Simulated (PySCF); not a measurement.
System: CuF2 (charge +1).

```json
{"atom": "Cu", "x (Å)": "0.0135", "y (Å)": "-0.0032", "z (Å)": "-0.0165"}
{"atom": "F", "x (Å)": "0.0129", "y (Å)": "0.0078", "z (Å)": "1.7309"}
{"atom": "F", "x (Å)": "0.0140", "y (Å)": "-0.0141", "z (Å)": "-1.7638"}
```

Geometry: BP86-D3(BJ)/def2-SVP.

Computed with PySCF, DFT single point, gas phase, functional B3LYP.

Question: What will maps of the electron density and electron localisation function show?

Answer: Cu–F (1.75 Å): ρ is about 0.85 e/Å³ halfway; the ELF peaks at about 0.80 in the valence shell of F, 0.5 Å from its nucleus, and is about 0.20 at the midpoint.

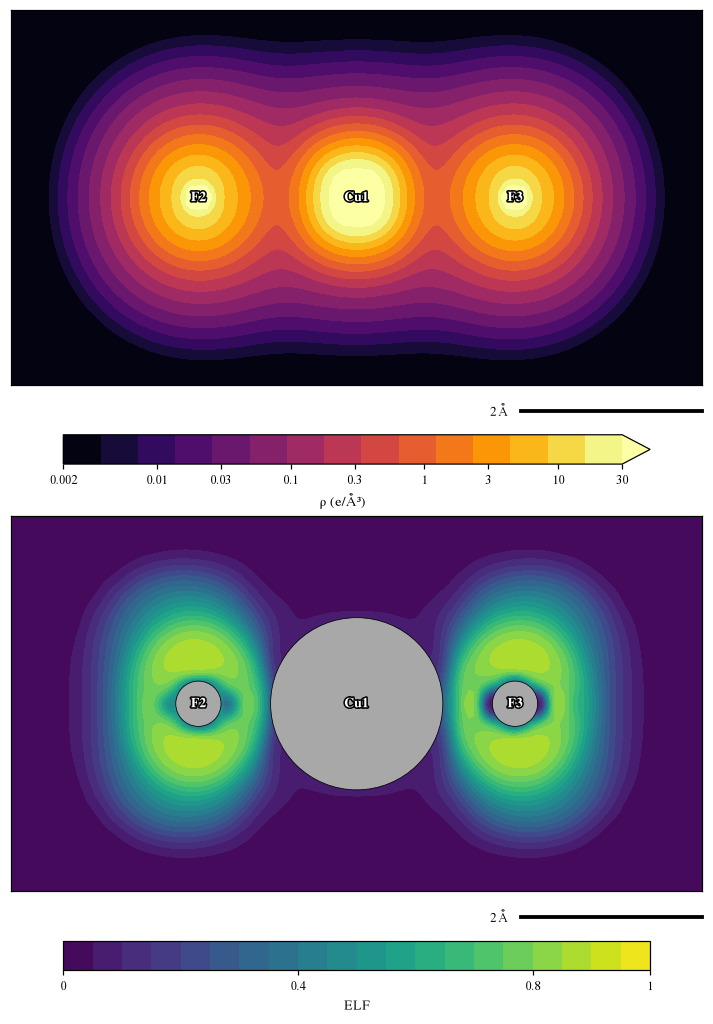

Computed electron density and electron localisation function on a plane that holds the molecular axis, in this order. Grey discs cover the atomic cores in the ELF map. 
